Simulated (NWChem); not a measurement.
# One shape, several levels: CH3BF3Ge+ (SMILES [CH3][Ge+]([F])[B](F)F)

Wanted: a comparison of 4 runs (HF/STO-3G, HF/3-21G, B3LYP/6-31G*, BP86-D2/x2c-TZVPall-2c) of CH3BF3Ge+. 

The results are computed with NWChem 7.3.0.

### Step 1. The structure to begin with

CH3BF3Ge+: 9 atoms, total charge +1, spin state singlet. SMILES: `[CH3][Ge+]([F])[B](F)F`. Geometry: a GFN2-xTB relaxation, a rough one for these elements and not checked as a minimum.

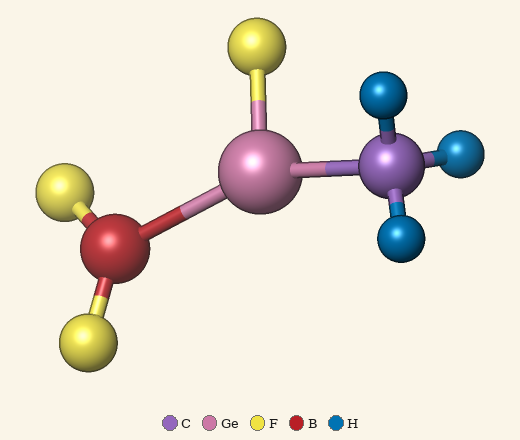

Viewed from a chosen angle; carbon purple, germanium pink, fluorine yellow, boron red, hydrogen blue.

### Step 2. Energy and forces at HF/STO-3G (run 1)

File run.py:

```python
from ase import Atoms
from ase.calculators.nwchem import NWChem

molecule = Atoms('CGeFBFFHHH', positions=[
    [-1.827570, -0.232630, -0.019740],
    [0.127990, 0.202360, -0.000590],
    [0.165210, 1.931220, -0.020140],
    [2.303130, -0.280720, 0.029180],
    [3.084040, 0.724700, 0.087070],
    [2.676590, -1.500590, -0.012720],
    [-2.003290, -1.308940, -0.075000],
    [-2.263930, 0.280640, -0.885140],
    [-2.262170, 0.183950, 0.897070],
])

calc = NWChem(
    label='ch3bf3ge',
    theory='scf',
    memory='2900 mb',
    basis='STO-3G',
    basispar='spherical bse',
    charge=1,
    scf={'nopen': '0', 'rhf': None, 'thresh': '1e-08', 'maxiter': '80'},
)
molecule.calc = calc

forces = molecule.get_forces()
print(f"energy = {molecule.get_potential_energy():.6f} eV")
print("forces (eV/A):")
for s, f in zip(molecule.symbols, forces):
    print(f"{s:2s} {f[0]:10.5f} {f[1]:10.5f} {f[2]:10.5f}")
print("dipole (e A):", molecule.get_dipole_moment().round(4))
```

On the command line:

```sh
$ export ASE_NWCHEM_COMMAND="nwchem PREFIX.nwi > PREFIX.nwo"
$ python run.py
```

What it wrote:

```text
energy = -65561.182541 eV
forces (eV/A):
C     1.69832    0.10310    0.03589
Ge   -0.62899    3.17886   -0.04921
F    -0.21176   -2.83989    0.03060
B    -1.52122   -0.46393   -0.01522
F     0.29768    0.58158    0.02838
F     0.13586   -0.44871   -0.02098
H    -0.04330    0.39713    0.01445
H     0.13771   -0.27860    0.34365
H     0.13570   -0.22950   -0.36756
dipole (e A): [ 0.3292 -0.1726  0.0074]
```

The calculator wrote ch3bf3ge.nwi:

```
title "ch3bf3ge"

permanent_dir ch3bf3ge

scratch_dir ch3bf3ge

start ch3bf3ge

geometry units angstrom nocenter noautosym noautoz
  C  -1.8275699999999999e+00 -2.3263000000000000e-01 -1.9740000000000001e-02
  Ge 1.2798999999999999e-01 2.0236000000000001e-01 -5.9000000000000003e-04
  F  1.6521000000000000e-01 1.9312199999999999e+00 -2.0140000000000002e-02
  B  2.3031299999999999e+00 -2.8072000000000003e-01 2.9180000000000001e-02
  F  3.0840399999999999e+00 7.2470000000000001e-01 8.7069999999999995e-02
  F  2.6765900000000000e+00 -1.5005900000000001e+00 -1.2720000000000000e-02
  H  -2.0032899999999998e+00 -1.3089400000000000e+00 -7.4999999999999997e-02
  H  -2.2639300000000002e+00 2.8064000000000000e-01 -8.8514000000000004e-01
  H  -2.2621699999999998e+00 1.8395000000000000e-01 8.9707000000000003e-01
end

charge 1

memory 2900 mb

basis spherical bse noprint
   * library STO-3G
end

scf
  nopen 0
  rhf
  thresh 1e-08
  maxiter 80
end

task scf gradient
```

ch3bf3ge.nwo:

```text
Northwest Computational Chemistry Package (NWChem) 7.3.0
             --------------------------------------------------------

           Job information
           ---------------

    nwchem branch   = 7.3.0
    use scalapack   = T
    input           = ch3bf3ge.nwi
    prefix          = ch3bf3ge.
    data base       = ch3bf3ge/ch3bf3ge.db
    status          = startup
    nproc           =        1

           Memory information
           ------------------

    heap     =     95027196 doubles =      725.0 Mbytes
    stack    =     95027201 doubles =      725.0 Mbytes
    global   =    190054400 doubles =     1450.0 Mbytes (distinct from heap & stack)
    total    =    380108797 doubles =     2900.0 Mbytes
    verify   = yes
    hardfail = no

[... 140 lines left out ...]
 Convergence threshold     :          1.000E-08
[... 13 lines left out ...]
       Final RHF  results
[... 3 lines left out ...]
      One-electron energy =  -4223.858737248252
[... 1 line left out ...]
 Nuclear repulsion energy =    431.116089678518
[... 54 lines left out ...]
                       ROHF Final Molecular Orbital Analysis
[... 259 lines left out ...]
                         RHF ENERGY GRADIENTS

    atom               coordinates                        gradient
                 x          y          z           x          y          z
   1 C      -3.453607  -0.439607  -0.037303   -0.033027  -0.002005  -0.000698
   2 Ge      0.241866   0.382405  -0.001115    0.012232  -0.061819   0.000957
   3 F       0.312202   3.649477  -0.038059    0.004118   0.055227  -0.000595
[... 5 lines of this table left out ...]
   9 H      -4.274881   0.347615   1.695216   -0.002639   0.004463   0.007148

                 ----------------------------------------
                 |  Time  |  1-e(secs)   |  2-e(secs)   |
                 ----------------------------------------
                 |  CPU   |       0.00   |       1.65   |
                 ----------------------------------------
                 |  WALL  |       0.00   |       1.65   |
                 ----------------------------------------

 Task  times  cpu:        7.7s     wall:        7.7s
 Total times  cpu:        7.7s     wall:        7.7s
```

Wall time 9 s (1 thread of Intel Xeon Platinum 8488C (Sapphire Rapids), shared host); peak memory 0.1 GiB.

### Step 3. Energy and gradient at HF/3-21G (run 2)

File ch3bf3ge.nw:

```
start ch3bf3ge
memory total 2900 mb
charge 1

geometry noautosym nocenter noautoz
  C       -1.827570      -0.232630      -0.019740
  Ge       0.127990       0.202360      -0.000590
  F        0.165210       1.931220      -0.020140
  B        2.303130      -0.280720       0.029180
  F        3.084040       0.724700       0.087070
  F        2.676590      -1.500590      -0.012720
  H       -2.003290      -1.308940      -0.075000
  H       -2.263930       0.280640      -0.885140
  H       -2.262170       0.183950       0.897070
end

basis spherical bse
  C library 3-21G
  Ge library 3-21G
  F library 3-21G
  B library 3-21G
  H library 3-21G
end

scf
  thresh 1e-08
  maxiter 80
end

task scf gradient
```

On the command line:

```sh
$ nwchem ch3bf3ge.nw > ch3bf3ge.out
```

What it wrote:

```text
[...]
  functions       =    73
[...]
  wavefunction    = RHF
[...]
         Total SCF energy =  -2425.882674693689
      One-electron energy =  -4227.443023403892
      Two-electron energy =   1370.444259031684
 Nuclear repulsion energy =    431.116089678518
        Time for solution =      5.8s
[...]
                         RHF ENERGY GRADIENTS
    atom               coordinates                        gradient
                 x          y          z           x          y          z
   1 C      -3.453607  -0.439607  -0.037303   -0.022385   0.007554  -0.000419
   2 Ge      0.241866   0.382405  -0.001115    0.006586  -0.048807   0.000861
   3 F       0.312202   3.649477  -0.038059    0.000576   0.038227  -0.000487
   4 B       4.352285  -0.530484   0.055142    0.059586  -0.001796   0.000666
   5 F       5.827991   1.369484   0.164538   -0.026652  -0.040213  -0.002247
   6 F       5.058022  -2.835704  -0.024037   -0.011178   0.047107   0.001739
   7 H      -3.785669  -2.473538  -0.141729    0.000135  -0.008624  -0.000402
   8 H      -4.278207   0.530333  -1.672672   -0.003489   0.003710  -0.006389
   9 H      -4.274881   0.347615   1.695216   -0.003178   0.002842   0.006679
[...]
```

It took 8.7 s on 1 thread of Intel Xeon Platinum 8488C (Sapphire Rapids), shared host; peak memory 0.1 GiB.

Run 3 isn't shown in full; the table further down has it.

### Step 4. Energy and one-electron properties at BP86-D2/x2c-TZVPall-2c (DKH2) (run 4)

File m1.nw:

```
start m1
title "CH3BF3Ge"
memory stack 1160 mb heap 290 mb global 1450 mb
charge 1

geometry units angstrom
   zmatrix
     C
     Ge 1 2.003447
     F 2 1.729371 1 103.76596
     B 2 2.228337 3 101.29543 1 179.92865
     F 4 1.274379 2 115.3229 3 3.0259
     F 4 1.276445 5 125.18282 2 179.91837
     H 1 1.091959 2 111.81238 3 176.29358
     H 1 1.09671 7 110.937 2 119.50696
     H 1 1.096794 7 110.66542 8 121.01609
   end
end

basis spherical
   * library x2c-TZVPall-2c
end

relativistic
   douglas-kroll dkh
end

dft
   xc becke88 perdew86
   mult 1
   disp vdw 2
   grid fine
   iterations 200
end

property
   electrondensity
   octupole
   mulliken
   dipole
   esp
end

task dft property
```

On the command line:

```sh
$ nwchem m1.nw > m1.out
```

What it wrote:

```text
[...]
          Wavefunction type:  closed shell.
          No. of atoms     :     9
          No. of electrons :    72
[...]
          Charge           :     1
          Spin multiplicity:     1
[...]
          AO basis - number of functions:   227
[...]
              XC Information
              --------------
                    Becke 1988 Exchange Functional  1.000
                Perdew 1981 Correlation Functional  1.000 local
                Perdew 1986 Correlation Functional  1.000 non-local
[...]
 d= 0,ls=0.0,diis     1  -2463.0563149716 -2.89D+03  1.22D-02  1.11D+01    43.7
[...]
 d= 0,ls=0.0,diis    12  -2463.5151516807 -7.98D-09  2.38D-07  1.34D-08   307.6
         Total DFT energy =    -2463.515151680712
      One electron energy =    -4269.457383939485
           Coulomb energy =     1497.191022217394
    Exchange-Corr. energy =     -122.358212443316
 Nuclear repulsion energy =      431.116061478621
    Dispersion correction =       -0.006638993926
[...]
   Dipole moment        3.9646122506 Debye(s)
             DMX       -3.1326800017 DMXEFC        0.0000000000
             DMY        2.4285650254 DMYEFC        0.0000000000
             DMZ        0.0808592708 DMZEFC        0.0000000000
   -EFC- dipole         0.0000000000 DEBYE(S)
   Total dipole         3.9646122506 DEBYE(S)
[...]
```

Run time: 5.2 min. Hardware: 1 thread of Intel Xeon Platinum 8488C (Sapphire Rapids), shared host; peak memory 0.29 GiB.

Atomic charges (e):

```tsv
atom	Mulliken
C1	-0.390
Ge2	+0.668
F3	-0.210
B4	+0.405
F5	-0.043
F6	-0.061
H7	+0.202
H8	+0.215
H9	+0.214
```

### Step 5. All runs side by side

```tsv
run	level	Cartesian functions	iteration cap	energy (Eh)	HOMO energy (eV)	LUMO energy (eV)	HOMO–LUMO gap (eV)	wall time
1	HF/STO-3G	no	80	-2409.329039	-15.24	-2.82	12.43	9 s
2	HF/3-21G	no	80	-2425.882675	-17.77	-5.91	11.86	8.7 s
3	B3LYP/6-31G* (Cartesian functions)	yes	100	-2440.898344	-14.35	-9.15	5.20	55 s
4	BP86-D2/x2c-TZVPall-2c (DKH2)	no	200	-2463.515152	-13.50	-9.91	3.59	5.2 min
```

### Step 6. Summary of results

```
                quantity           value
     run 4: total energy  -2463.51515 Eh
      run 4: HOMO energy       -13.50 eV
      run 4: LUMO energy        -9.91 eV
    run 4: HOMO–LUMO gap         3.59 eV
run 4: dispersion energy   -17.43 kJ/mol
```

**Reading.** The HOMO–LUMO gap runs from 3.59 eV (BP86-D2/x2c-TZVPall-2c) to 12.43 eV (HF/STO-3G). The two ends differ in method and basis and Hamiltonian. Totals of different functionals can't be ranked against each other. Some runs of one species differ in core potentials or relativity; totals across that change don't compare. In run 1 the basis is minimal, so the values are rough. All runs together took 6.4 min, the longest 5.2 min.
